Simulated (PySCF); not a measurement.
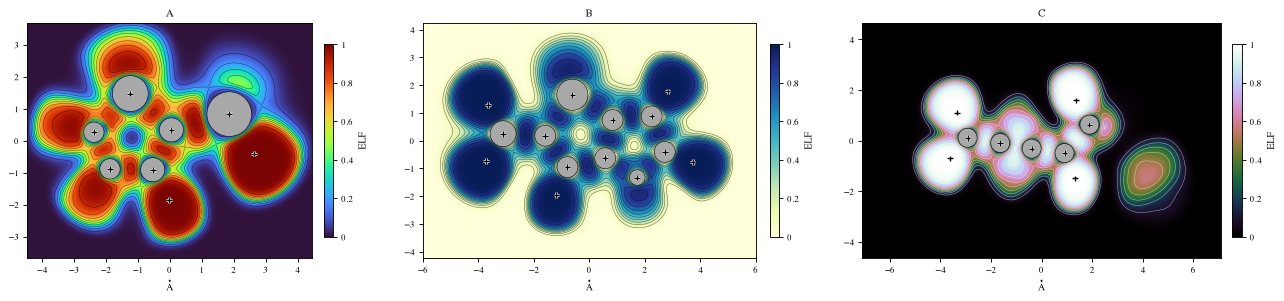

The electron localisation function of 3 systems, each on a plane through atoms (crosses mark nuclei in the plane; grey discs cover the cores).

Method: PBE0/def2-SVPD, SCF density, gas phase (PySCF 2.14.0).

System 1: C6H5BOS (SMILES Bc1cc2occc2s1), the molecular plane. Geometry: GFN2-xTB.

```yaml
atoms:
  - { symbol: B, position_ang: [3.0791, -0.4385, 0.1889] }
  - { symbol: C, position_ang: [1.5718, -0.2598, 0.1302] }
  - { symbol: C, position_ang: [0.8420, 0.5768, -0.6942] }
  - { symbol: C, position_ang: [-0.5315, 0.4765, -0.4648] }
  - { symbol: O, position_ang: [-1.6423, 1.0496, -0.9738] }
  - { symbol: C, position_ang: [-2.6821, 0.5084, -0.3013] }
  - { symbol: C, position_ang: [-2.2897, -0.4029, 0.6342] }
  - { symbol: C, position_ang: [-0.8798, -0.4358, 0.5385] }
  - { symbol: S, position_ang: [0.5092, -1.1809, 1.2067] }
  - { symbol: H, position_ang: [3.7520, 0.1866, -0.5336] }
  - { symbol: H, position_ang: [3.5497, -1.1902, 0.9493] }
  - { symbol: H, position_ang: [1.3001, 1.2214, -1.4215] }
  - { symbol: H, position_ang: [-3.6608, 0.8513, -0.5749] }
  - { symbol: H, position_ang: [-2.9183, -0.9630, 1.2942] }
```

System 2: C8H8 (SMILES C#CCCC=C=C=C), the plane of atoms C6, C5 and H14. Geometry: GFN2-xTB.

```yaml
atoms:
  - { symbol: C, position_ang: [-3.4946, 1.0794, 0.1298] }
  - { symbol: C, position_ang: [-2.5729, 0.7000, -0.5321] }
  - { symbol: C, position_ang: [-1.4561, 0.2112, -1.3137] }
  - { symbol: C, position_ang: [-0.6096, -0.8054, -0.5261] }
  - { symbol: C, position_ang: [0.0492, -0.1572, 0.6522] }
  - { symbol: C, position_ang: [1.3492, -0.0577, 0.7879] }
  - { symbol: C, position_ang: [2.6029, 0.0149, 0.8724] }
  - { symbol: C, position_ang: [3.9029, 0.1114, 0.9762] }
  - { symbol: H, position_ang: [-4.3056, 1.4229, 0.6993] }
  - { symbol: H, position_ang: [-1.8430, -0.2654, -2.2197] }
  - { symbol: H, position_ang: [-0.8279, 1.0566, -1.6103] }
  - { symbol: H, position_ang: [0.1466, -1.2317, -1.1885] }
  - { symbol: H, position_ang: [-1.2619, -1.6112, -0.1761] }
  - { symbol: H, position_ang: [-0.6151, 0.2644, 1.3965] }
  - { symbol: H, position_ang: [4.5591, -0.2961, 0.2234] }
  - { symbol: H, position_ang: [4.3692, 0.5995, 1.8174] }
```

System 3: C2H4N2SSi (SMILES [SiH3]c1cnns1), the plane of atoms Si1, C2 and S6. Geometry: GFN2-xTB.

```xyz
10

Si   -1.7030   -0.0844    0.0259
C     0.1710   -0.1552    0.1072
C     1.1213    0.6769   -0.4433
N     2.3816    0.3161   -0.1757
N     2.4952   -0.7162    0.5289
S     1.0315   -1.3766    0.9536
H    -2.2026    0.0364    1.3953
H    -2.1688   -1.3250   -0.5938
H    -2.0454    1.0851   -0.7801
H     0.9282    1.5475   -1.0406
```

Match each panel to its system.

Panel A is system 3, C2H4N2SSi: the plane holds Si, C, N, S and H. N–N (1.25 Å): the ELF peaks at about 0.90 between the atoms, as expected for localised, covalent bonding. Panel B is system 1, C6H5BOS: the plane holds B, C, O, S and H. C–O (1.35 Å): the ELF peaks at about 0.90 between the atoms; a polar covalent bond. Panel C is system 2, C8H8: the plane holds C and H. C–H (1.08 Å): the ELF climbs to about 1 towards the hydrogen, as it does in any bond to H: a covalent bond by its length.
